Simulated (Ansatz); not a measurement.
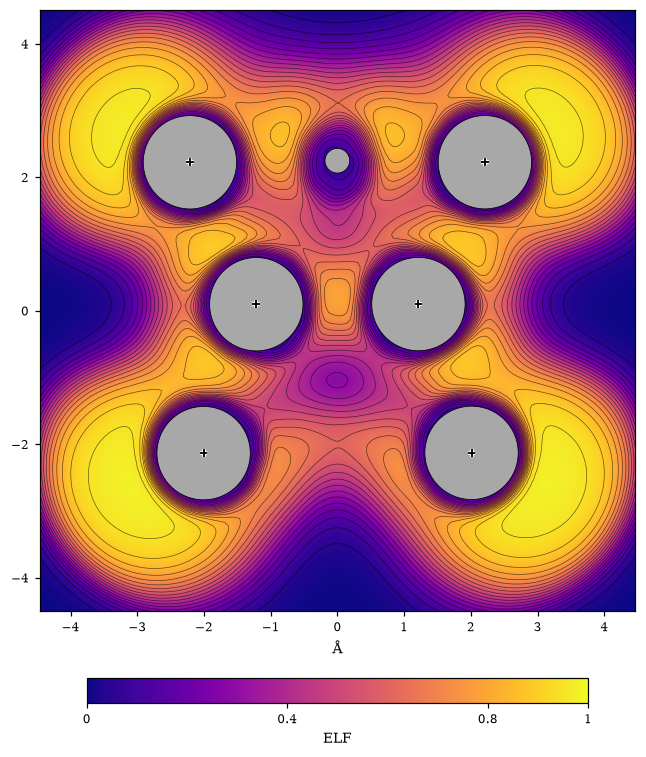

The electron localisation function on a plane through atoms (crosses mark nuclei in the plane; grey discs cover the cores).

Computed with Ansatz, UKS PBE0-D4/def2-TZVPD.

Candidates:
A. Ga2P2 (charge −1, doublet)
B. Si9 (charge −1, doublet)

Q: Which system is this?

A: Candidate B: Si9 on the plane of atoms Si1, Si7 and Si3, which holds Si. Si–Si (2.37 Å): the ELF peaks at about 0.80 between the atoms: localised, covalent bonding. Si–Si (2.43 Å): the ELF peaks at about 0.80 between the atoms: localised, covalent bonding.
